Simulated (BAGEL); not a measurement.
**CBF2NO (SMILES O=C=NB(F)F) at HF/6-31G(d) (density fitting with qzvpp-jkfit, spherical functions)**

Aim: the vertical singlet–triplet gap of CBF2NO at HF/6-31G* (density fitting with qzvpp-jkfit, spherical functions), from 2 runs. 

The results are computed with BAGEL 1.2.2.

### 1 The structure to begin with

CBF2NO: 6 atoms, total charge 0, spin state singlet. As SMILES, `O=C=NB(F)F`. Geometry: relaxed at PBE0-D4/def2-TZVP.

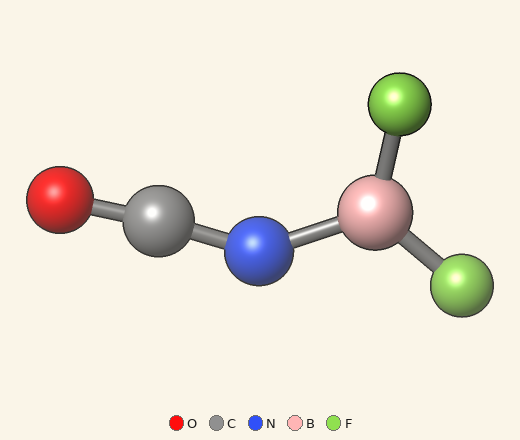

Viewed from a chosen angle; oxygen red, carbon grey, nitrogen blue, boron pink, fluorine green.

### 2 The energy at HF/6-31G(d) (density fitting with qzvpp-jkfit, spherical functions)

input.json reads:

```json
{ "bagel": [

{
  "title": "molecule",
  "basis": "6-31gs.json",
  "df_basis": "qzvpp-jkfit",
  "angstrom": true,
  "geometry": [
    { "atom": "O", "xyz": [       1.072900,      -2.030200,       1.224200 ] },
    { "atom": "C", "xyz": [       0.602900,      -1.239000,       0.523600 ] },
    { "atom": "N", "xyz": [       0.121500,      -0.481700,      -0.277900 ] },
    { "atom": "B", "xyz": [      -0.413700,       0.817100,      -0.445800 ] },
    { "atom": "F", "xyz": [      -0.843100,       1.200000,      -1.627200 ] },
    { "atom": "F", "xyz": [      -0.498300,       1.669900,       0.556800 ] }
  ]
},

{ "title": "hf" },

{ "title": "print", "file": "orbitals.molden", "orbitals": true }

]}
```

The basis set 6-31G* is read from a file made from the Basis Set Exchange's data (not shown).

Run with:

```sh
BAGEL_NUM_THREADS=1 BAGEL input.json > input.out
```

What it wrote:

```text
* using 1 threads per process

  ===============================================================
  ===============================================================

  *** Geometry ***

  { "atom" : "O", "xyz" : [      2.027487,     -3.836522,      2.313403 ] },
  { "atom" : "C", "xyz" : [      1.139316,     -2.341371,      0.989461 ] },
  { "atom" : "N", "xyz" : [      0.229602,     -0.910281,     -0.525155 ] },
  { "atom" : "B", "xyz" : [     -0.781780,      1.544095,     -0.842440 ] },
  { "atom" : "F", "xyz" : [     -1.593228,      2.267671,     -3.074962 ] },
  { "atom" : "F", "xyz" : [     -0.941651,      3.155654,      1.052200 ] },

  Number of auxiliary basis functions:      458

  Since a DF basis is specified, we compute 2- and 3-index integrals:
    o Being stored without compression. Storage requirement is 0.026 GB

  Number of basis functions:       84
  Number of electrons      :       44

    * METHOD: MOLECULE                             0.18

  *** RHF ***

  === Nuclear Repulsion ===
   196.1660051255

      * DIIS with orbital gradients will be used.

  === RHF iteration (6-31gs.json) ===
      0       -390.63888889          0.02428566           0.06
      1       -390.82018383          0.01606417           0.06
      2       -390.92038122          0.00191177           0.06
      3       -390.92166540          0.00105849           0.06
      4       -390.92220577          0.00012543           0.06
      5       -390.92221495          0.00004432           0.06
      6       -390.92221633          0.00001618           0.06
      7       -390.92221654          0.00000531           0.06
      8       -390.92221656          0.00000146           0.06
      9       -390.92221656          0.00000072           0.06
     10       -390.92221656          0.00000041           0.06
     11       -390.92221656          0.00000008           0.06
     12       -390.92221656          0.00000003           0.06
     13       -390.92221656          0.00000001           0.06
     14       -390.92221656          0.00000000           0.06
    * SCF iteration converged.

    * Permanent dipole moment:
           (    0.008954,    -0.041083,    -0.027157) a.u.

    * METHOD: HF                                   1.02

    * METHOD: PRINT                                0.01

  ===============================================================
```

Wall time 1.4 s (1 thread of Arm Neoverse V2, shared host); peak memory 0.11 GiB.

### 3 The triplet at the same level

calc.json reads:

```json
{ "bagel" : [

{
  "title" : "molecule",
  "basis" : "6-31gs.json",
  "df_basis" : "qzvpp-jkfit",
  "angstrom" : "true",
  "geometry" : [
    { "atom" : "O", "xyz" : [       1.072900,      -2.030200,       1.224200 ] },
    { "atom" : "C", "xyz" : [       0.602900,      -1.239000,       0.523600 ] },
    { "atom" : "N", "xyz" : [       0.121500,      -0.481700,      -0.277900 ] },
    { "atom" : "B", "xyz" : [      -0.413700,       0.817100,      -0.445800 ] },
    { "atom" : "F", "xyz" : [      -0.843100,       1.200000,      -1.627200 ] },
    { "atom" : "F", "xyz" : [      -0.498300,       1.669900,       0.556800 ] }
  ]
},

{
  "title" : "uhf",
  "nopen" : 2
},

{
  "title" : "print",
  "file" : "orbitals.molden",
  "orbitals" : "true"
}

]}
```

The basis set 6-31G* is read from a file made from the Basis Set Exchange's data (not shown).

Run with:

```sh
BAGEL_NUM_THREADS=1 BAGEL calc.json > calc.out
```

What it wrote:

```text
* using 1 threads per process

  ===============================================================
  ===============================================================

  *** Geometry ***

  { "atom" : "O", "xyz" : [      2.027487,     -3.836522,      2.313403 ] },
  { "atom" : "C", "xyz" : [      1.139316,     -2.341371,      0.989461 ] },
  { "atom" : "N", "xyz" : [      0.229602,     -0.910281,     -0.525155 ] },
  { "atom" : "B", "xyz" : [     -0.781780,      1.544095,     -0.842440 ] },
  { "atom" : "F", "xyz" : [     -1.593228,      2.267671,     -3.074962 ] },
  { "atom" : "F", "xyz" : [     -0.941651,      3.155654,      1.052200 ] },

  Number of auxiliary basis functions:      458

  Since a DF basis is specified, we compute 2- and 3-index integrals:
    o Being stored without compression. Storage requirement is 0.026 GB

  Number of basis functions:       84
  Number of electrons      :       44

    * METHOD: MOLECULE                             0.19

  *** Open-shell HF ***

  === Nuclear Repulsion ===
   196.1660051255

      * DIIS with orbital gradients will be used.

  === UHF iteration (6-31gs.json) ===
      0       -390.42966242          0.04242358           0.12
      1       -390.58817496          0.02917887           0.12
      2       -390.63730608          0.01999443           0.12
      3       -390.68284081          0.00219724           0.12
      4       -390.68417443          0.00099738           0.12
      5       -390.68495095          0.00058328           0.12
      6       -390.68536689          0.00038694           0.12
      7       -390.68551434          0.00031018           0.12
      8       -390.68566450          0.00019380           0.12
      9       -390.68572346          0.00013238           0.12
     10       -390.68575764          0.00007976           0.12
     11       -390.68577072          0.00004300           0.12
     12       -390.68577440          0.00001080           0.12
     13       -390.68577454          0.00000492           0.12
     14       -390.68577456          0.00000150           0.12
     15       -390.68577456          0.00000078           0.12
     16       -390.68577456          0.00000050           0.12
     17       -390.68577456          0.00000039           0.12
     18       -390.68577456          0.00000034           0.12
     19       -390.68577456          0.00000030           0.12
     20       -390.68577456          0.00000028           0.12
     21       -390.68577457          0.00000026           0.12
     22       -390.68577457          0.00000025           0.12
     23       -390.68577457          0.00000024           0.12
     24       -390.68577457          0.00000024           0.12
     25       -390.68577457          0.00000024           0.12
     26       -390.68577457          0.00000024           0.12
[... 41 lines of this table left out ...]
     68       -390.68577451          0.00000004           0.12
     69       -390.68577451          0.00000004           0.12
     70       -390.68577451          0.00000004           0.12
     71       -390.68577451          0.00000004           0.12
     72       -390.68577451          0.00000004           0.12
     73       -390.68577451          0.00000004           0.12
     74       -390.68577451          0.00000003           0.12
     75       -390.68577451          0.00000003           0.12
     76       -390.68577451          0.00000003           0.12
     77       -390.68577451          0.00000002           0.12
     78       -390.68577451          0.00000002           0.12
     79       -390.68577451          0.00000001           0.12
     80       -390.68577451          0.00000001           0.12
    * SCF iteration converged.

    * S^2 (UHF) is 2.0190

    * Permanent dipole moment:
           (   -0.036577,     0.109730,     0.014226) a.u.

    * METHOD: UHF                                  9.87

    * METHOD: PRINT                                0.01

  ===============================================================
```

It took 11 s on 1 thread of Arm Neoverse V2, shared host; peak memory 0.11 GiB.

### 4 Summary of results

Level: HF/6-31G* (density fitting with qzvpp-jkfit, spherical functions).

| quantity | value |
| --- | --- |
| singlet: total energy | -390.92222 Eh |
| singlet: dipole moment | 0.13 D |
| singlet: HOMO energy | -13.19 eV |
| singlet: LUMO energy | 3.63 eV |
| singlet: HOMO–LUMO gap | 16.82 eV |
| triplet: total energy | -390.68577 Eh |
| triplet: dipole moment | 0.30 D |
| triplet: ⟨S²⟩ | 2.019 |
| vertical energy of the triplet above the singlet | 6.434 eV |

**Reading.** At this shape the triplet lies 6.43 eV (621 kJ/mol) above the singlet.
